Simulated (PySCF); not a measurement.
# C₂H₅NOS, SMILES `CN.O=C=S`: electronic structure

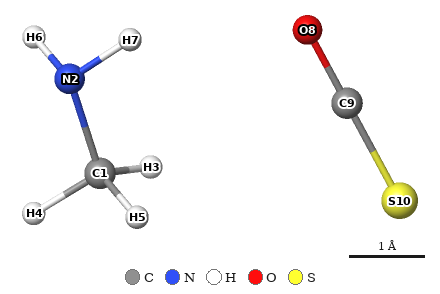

The molecule, with its atoms numbered as below. The pair's geometry is semi-empirical, so its contact may be too short or too long.

Coordinates in Å:

```
C1      -2.0002   -0.9923   -0.0309
N2      -2.6722    0.2827    0.1357
H3      -1.2885   -1.0286   -0.8704
H4      -2.7527   -1.7641   -0.1893
H5      -1.4595   -1.2248    0.8867
H6      -3.1959    0.5145   -0.7018
H7      -1.9951    1.0236    0.2862
O8       0.3401    1.5181   -0.0320
C9       1.0605    0.6153   -0.0128
S10      2.0196   -0.5864    0.0098
```

### 1. Bonding charge

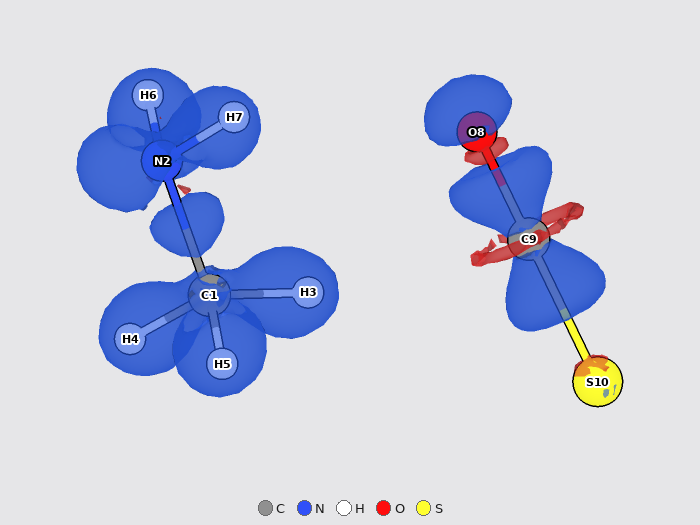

Deformation density (molecule less spherical, spin-averaged free atoms at the same positions), surfaces at ±0.17 e/Å³; blue: gain, red: loss.

Computed with PySCF, B3LYP/6-31+G*, geometry: GFN2-xTB.

**Describe the bonding that the map shows.**

N2–H7: +0.77 e/Å³ at the bond critical point (bond length 1.01 Å). N2–H6: +0.77 e/Å³ at the bond critical point (bond length 1.01 Å). O8–C9: +0.71 e/Å³ at the bond critical point (bond length 1.16 Å). C1–H4: +0.67 e/Å³ at the bond critical point (bond length 1.09 Å). C1–H5: +0.67 e/Å³ at the bond critical point (bond length 1.09 Å). C1–H3: +0.64 e/Å³ at the bond critical point (bond length 1.10 Å). C1–N2: +0.34 e/Å³ at the bond critical point (bond length 1.45 Å). C9–S10: +0.02 e/Å³ at the bond critical point (bond length 1.54 Å); up to 0.6 Å beside the axis the gain reaches +0.58 e/Å³. In all, 2.1 electrons gather in the regions of gain relative to the promolecule. A small or negative value marks a very polar bond, one between electron-rich atoms, whose free-atom densities already overlap strongly, a long bond to a heavier atom, or a closed-shell contact such as a hydrogen bond.

### 2. Electrostatic potential

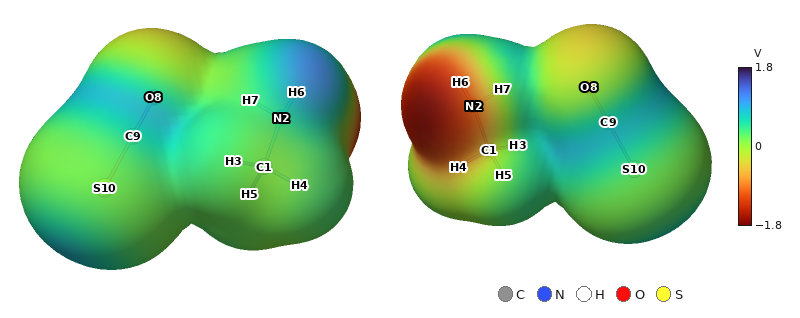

Electrostatic potential on the surface of electron density 0.001 a.u. (back view left, front view right).

**Where are the extremes of the potential on the surface?**

Highest: 1.08 V, 1.3 Å from H6. Further maxima include 0.87 V, 2.0 Å from S10; 0.87 V, off the O8–C9 bond (1.9 to 2.0 Å from its atoms). Lowest: −1.79 V, 2.1 Å from N2. Further minima include −0.41 V, 1.7 Å from O8; 0.12 V, 2.2 Å from S10. The surface is sampled at points, so like sites can differ by a few per cent and only the strongest of them is named.

**What volume does the surface enclose, and what is the dipole moment?**

About 124 Å³; the dipole moment is 2.0 D.

### 3. Weak contacts

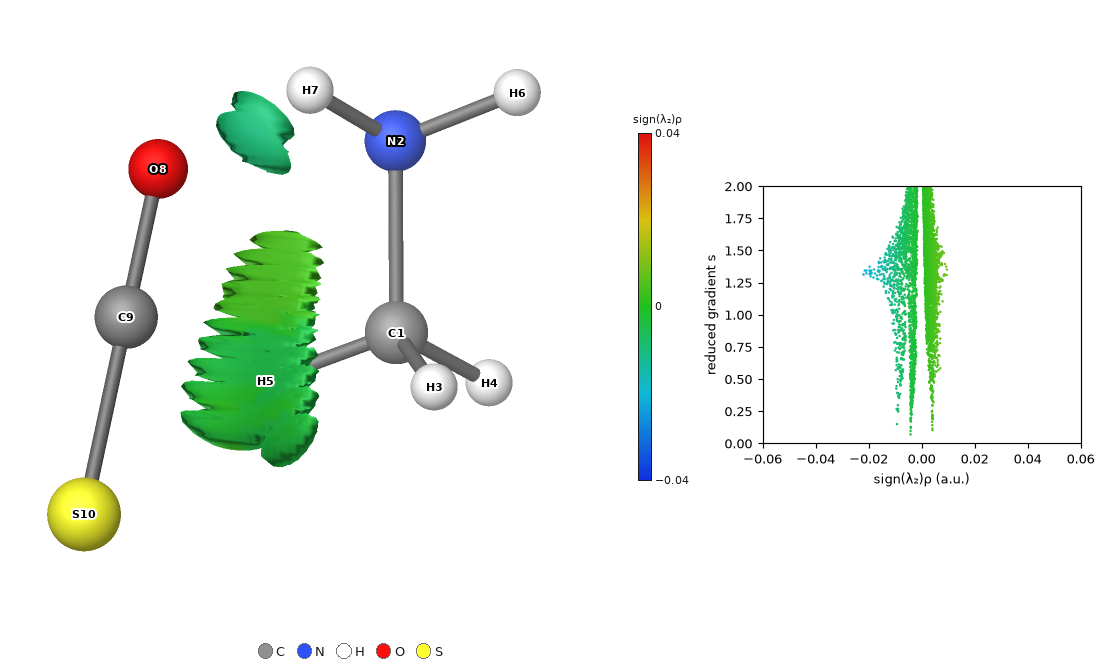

Non-covalent interaction surfaces between the fragments (reduced density gradient s = 0.5, coloured by sign(λ₂)ρ in a.u.; trimmed to the region between the fragments where ρ is under 0.06 a.u.). Fragment A: H5CN (atoms 1–7); fragment B: CSO. The plot gives s against sign(λ₂)ρ for grid points between the fragments.

PySCF calculation, B3LYP/6-31+G*, gas phase; geometry: GFN2-xTB.

**Which interactions hold the two fragments together?**

Bond critical points between the fragments: H7···O8, hydrogen bond, 2.41 Å, ρ = 0.009 a.u.; H3···C9, C–H···C contact, 2.99 Å, ρ = 0.004 a.u. All are weak and appear green, as weak hydrogen bonds do. Several contacts close a ring, whose ring point adds a part with positive λ₂ between them. The pose is a local one from a semi-empirical search, not shown to be the most stable.

**How strongly are they bound?**

The counterpoise-corrected interaction energy of the frozen fragments is +0.7 kcal/mol without dispersion correction and −1.5 kcal/mol with D3(BJ). The pair geometry is semi-empirical, not a minimum at this level.

### 4. Binding density

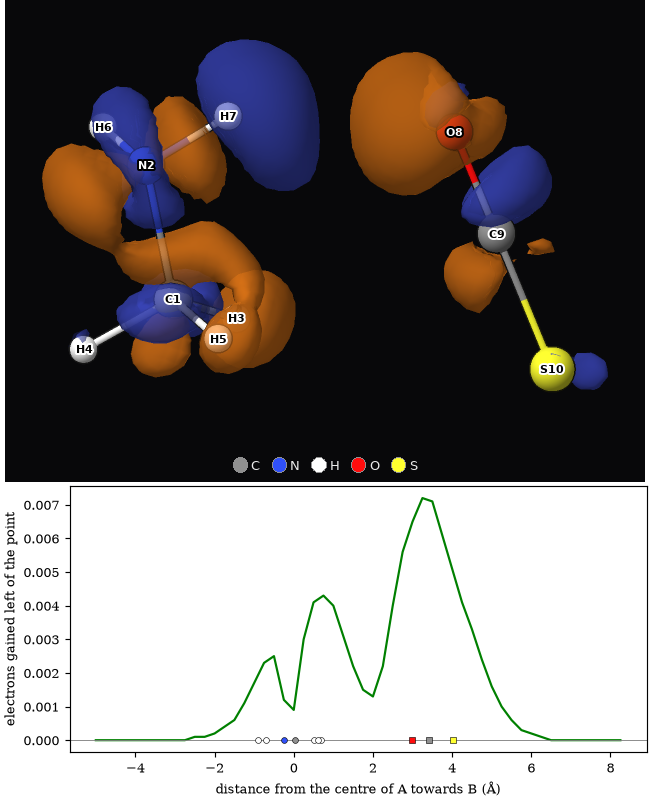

Density of the complex less the densities of the two fragments at the same geometry, ±0.0015 e/Å³ (orange: gain, blue: loss). Fragment A: H5CN (atoms 1–7); fragment B: CSO. Below: the charge-displacement curve along the line of centres (A on the left).

**How is the density rearranged on binding?**

Hirshfeld charges show almost no net transfer (under 0.005 e). By Hirshfeld charges, electrons gather most on O8 (−0.008 e) and leave S10 most (+0.009 e); 0.03 e is displaced in all, which induces a dipole of 0.13 D.

The PySCF runs shown took 8 s and 17 s on 1 thread of Intel(R) Xeon(R) 6975P-C (Granite Rapids), with other jobs on the host.
